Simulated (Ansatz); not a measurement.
```xyz
10

B     0.0995   -1.3766    0.1362
H     1.2387   -1.5703   -0.6013
F    -0.7767   -2.3489   -0.1335
F     0.4315   -1.1721    1.4257
H     0.8027   -0.6469   -0.9093
O    -0.2139   -0.0637   -0.6083
Si   -0.3625    1.4761    0.0502
H     0.9090    1.8615    0.7064
H    -1.4783    1.4618    1.0201
H    -0.6498    2.3791   -1.0861
```

A transition-state structure; geometry: PBE0-D4/def2-TZVP.

The calculation used RKS PBE0-D4/def2-TZVPP (Ansatz).

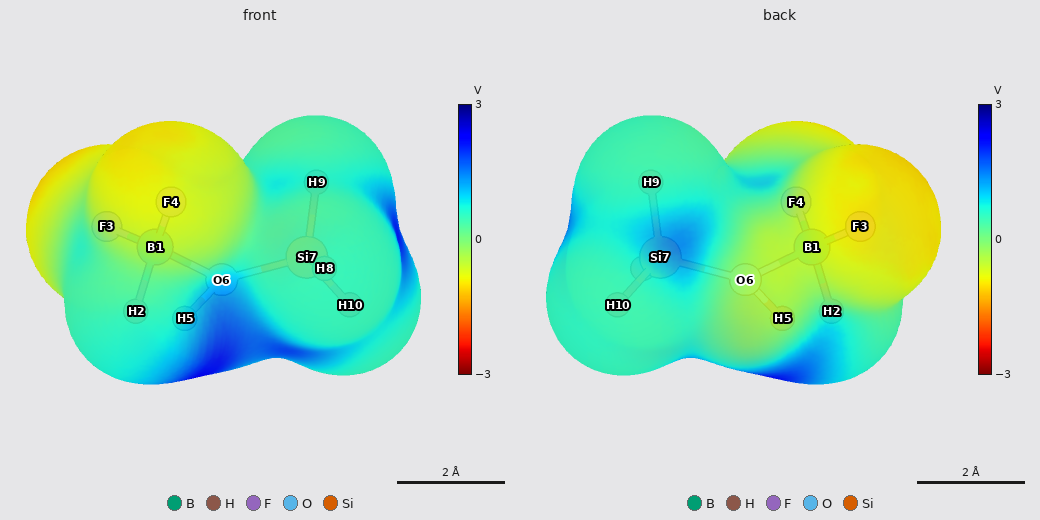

BF2H5OSi. The electrostatic potential painted on the density surface at 0.002 e/bohr³, seen from the front and from behind; red is negative and blue positive.

Where is the surface potential most negative and most positive?

The most negative region (about −1.1 V) lies over F3, the most positive (about +2.2 V) over H5 and Si7.
